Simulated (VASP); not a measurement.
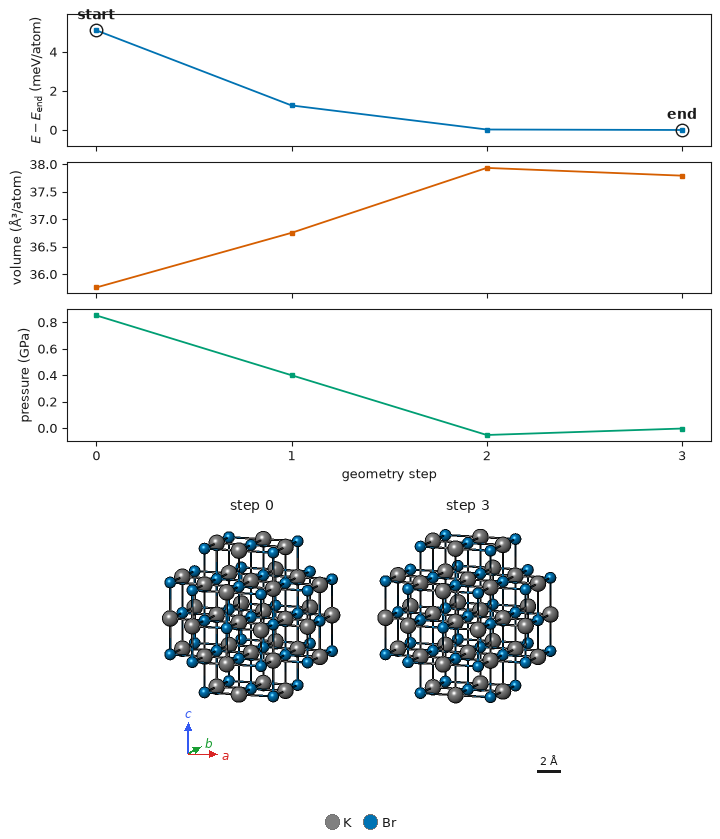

First and last geometry of a relaxation of crystalline KBr (set up in Fm-3m), with the history of the run. A ball-and-stick model of the conventional cell (4 times the calculation's cell), seen slightly off an axis. Lengths and directions refer to the drawn axes.

The run lets cell and atoms move.

Theory: VASP, Kohn-Sham DFT of a periodic cell, PBE, VASP PAW PBE potentials, recommended.

Input file:
```
PREC = Accurate
ENCUT = 600
EDIFF = 1E-6
ISMEAR = 0
SIGMA = 0.02
LREAL = F
LASPH = T
NELM = 100
ALGO = Fast
ISIF = 3
LWAVE = F
LCHARG = F
GGA = PE
IBRION = 2
NSW = 100
EDIFFG = -0.005
```

Run as
```bash
cat potpaw_PBE.64/K_sv/POTCAR potpaw_PBE.64/Br/POTCAR > POTCAR
mpirun -np 1 vasp_std > vasp.out
```

Q: Read the history and describe the run.

A: It converged. The atoms keep their places relative to the cell (all moves are under 0.005 Å). The drawn cell changes as follows: a = b = c 6.589 → 6.712 Å (+1.9 %); the volume changes by +5.7 %. Some distances before and after: Br–K 3.295 → 3.356 Å. The space group stays Fm-3m (No. 225). After 3 geometry steps the energy has fallen by 5.1 meV per atom. All forces vanish by symmetry, so only the cell relaxes. The pressure goes from 0.85 to 0.00 GPa.

```tsv
step	E − E(0), meV/atom	pressure, GPa	volume, Å³/atom
0	0.00	0.85	35.759
1	-3.84	0.40	36.753
2	-5.08	-0.05	37.934
3	-5.10	0.00	37.793
```
